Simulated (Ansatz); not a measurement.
Co (P6_3/mmc): the Drude term of Re ε in the infrared

Re ε of Co (P6_3/mmc) along x at low photon energies is read from one computed spectrum; the carriers' damping was typed as γ = 0.05 eV. x, y and z are the Cartesian axes of the input cell.

Cell: a, b, c = 2.507, 2.507, 4.070 Å (primitive vectors), 2 atoms.

Method: Ansatz 0.2.0, PBE, independent particles, k-mesh 21×21×11 with interpolation inside its cells, Gaussian parameter 0.1 eV.

Launch of the response step: `ansatz run input.yaml --threads 4 --pin off --max-ram 8192MiB --backend cpu --events-out ev --progress --plain --runs-dir out`. The run took 3.6 min, on 4 threads of Intel(R) Xeon(R) Processor @ 2.50GHz (Skylake/Cascade Lake) (shared host).

```
photon energy E (eV)  wavelength (µm)    Re ε
                0.25             4.96       ?
                0.30             4.13  -356.2
                0.35             3.54  -252.5
                0.40             3.10  -183.7
                0.50             2.48  -100.3
                0.60             2.07   -52.6
                0.70             1.77   -21.8
```

A Drude term over a constant background gives Re ε = ε_b − ωp²/(E² + γ²), linear in 1/(E² + γ²).

Working, on the rows shown:

| x = 1/(E² + γ²) (eV⁻²) | y = Re ε |
| --- | --- |
| 10.8108 | -356.2 |
| 8 | -252.5 |
| 6.15385 | -183.7 |
| 3.9604 | -100.3 |
| 2.75862 | -52.6 |
| 2.03046 | -21.8 |

Means: x̄ = 5.619, ȳ = -161.18. Σ(x − x̄)(y − ȳ) = -2154, Σ(x − x̄)² = 56.72. Slope = -2154 / 56.72 = -37.97; intercept = ȳ − slope · x̄ = 52.174. The line misses the rows shown by at most 3.1.

Q: Predict the last column of the withheld row from the fit.

A: At x = 15.385 the line gives y = -531.99. The run gave -524.0, so the extrapolation is off by 8, 1.6 % of the range in the table.

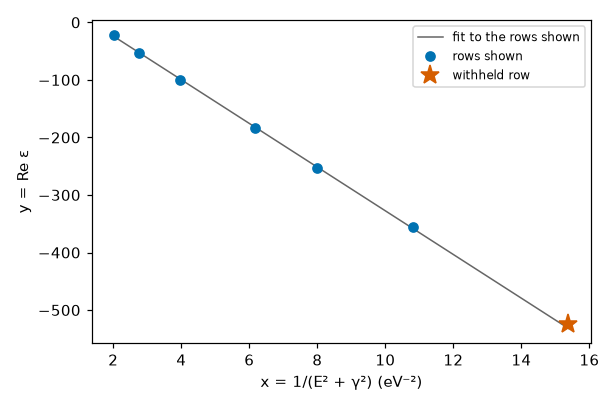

Refitted with all rows, the slope is -37.49 and the intercept 49.928. These give ωp = √(−slope) = 6.12 eV, against 6.10 eV from the program's Fermi-surface sum, and a background ε_b = 49.9 from interband transitions. The values come from a sum over the points of one k-mesh and carry its error, which is largest for Fermi-surface quantities.

[Logs are printed without paths, hosts, clocks, repeated set-up lines and the standing remarks that a program may print on its own settings, such as how far it seeks lower states.]
